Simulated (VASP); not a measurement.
Shape and ions are relaxed at each volume.

Energy against volume of NiSb (NiAs type). Computed with PBE GGA, VASP's PBE PAW potentials (set 64) (plane waves; VASP).

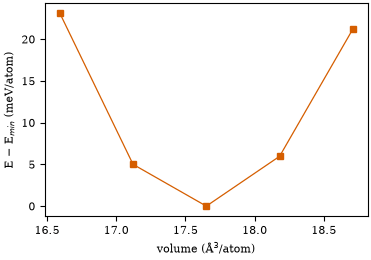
*Energy against volume*

Estimate the equilibrium volume and the bulk modulus.

The minimum lies near 17.6 Å³/atom, and the curvature gives B0 of about 110 GPa.

The compound is NiSb in the NiAs type structure. It was relaxed first. The run is not spin-polarised, so no magnetic state was tried.
